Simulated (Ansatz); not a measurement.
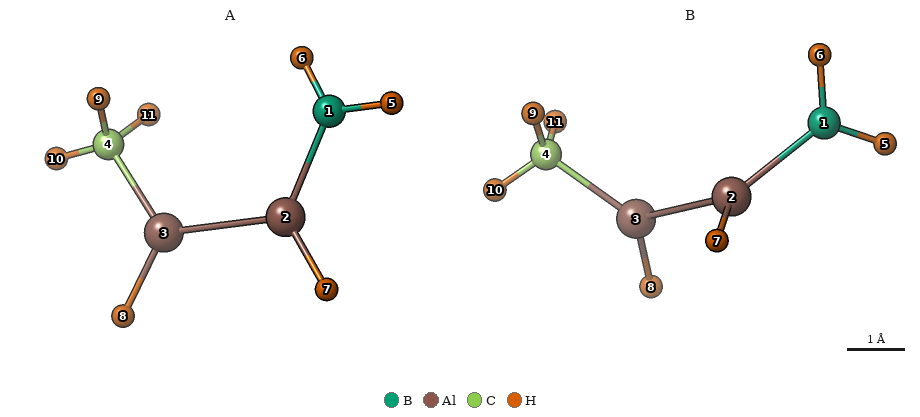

Two geometries of CH7Al2B (coarse preliminary run), drawn at one scale. One is the start of a relaxation, the other its converged end. A ball-and-stick model, seen at a tilt.

Level of theory: RKS PBE-D4/def2-SVP (Ansatz). Settings: force threshold 0.03 eV/Å; at most 200 steps.

Which geometry has the lower energy?

Structure B is the relaxed one. The start comes from a force field. After 22 accepted moves (24 points after the start) the energy has fallen by 20.5 kcal/mol. The largest force component goes from 2.4 to 0.023 eV/Å. The line search rejected the trial steps at points 16, 21 of the run. H7 moves most after the best rigid fit: 1.89 Å. By element the largest moves are H 1.89 Å, B 0.65 Å, Al 0.60 Å, C 0.43 Å. Near-neighbour distances that change, for instance: Al2–Al3 2.464 → 2.606 Å, C4–H11 1.193 → 1.113 Å, B1–Al2 2.024 → 2.099 Å, B1–H6 1.149 → 1.223 Å. Bond angles that change, for instance: Al2–B1–H5 118.4° → 122.7°, H9–C4–H11 104.1° → 107.7°, Al3–C4–H10 114.3° → 110.7°. Groups turn about B1–Al2 by about 90°, Al2–Al3 by about 90°, Al3–C4 by about 50°. Cost: 42 s on 2 threads of Arm Neoverse V1, on a shared host.
